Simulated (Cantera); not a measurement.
A closed system holds: 1 mol Ti(OiPr)4, 1.8 mol NH3, a varied amount of N2, at 1075 K and 0.580 bar.

Equilibrium computed with Cantera from the NASA thermochemical tables; the gas is ideal and each condensed phase is pure. Candidate condensed phases: C, C6H6, C7H8, C8H18, H2O, Ti, TiC, TiN, TiO, TiO2, Ti2O3, Ti3O5, Ti4O7; 139 gas species. The feed counts by its element totals alone. Kinetics and transport are ignored.

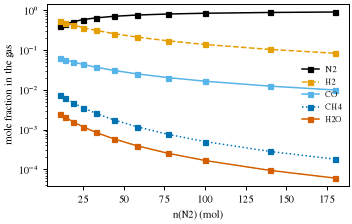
*Equilibrium gas composition (values under 1e-9 drawn at 1e-9)*

From 11 mol N2 to 180 mol N2 the condensed part is C(graphite) + TiO2(rutile).
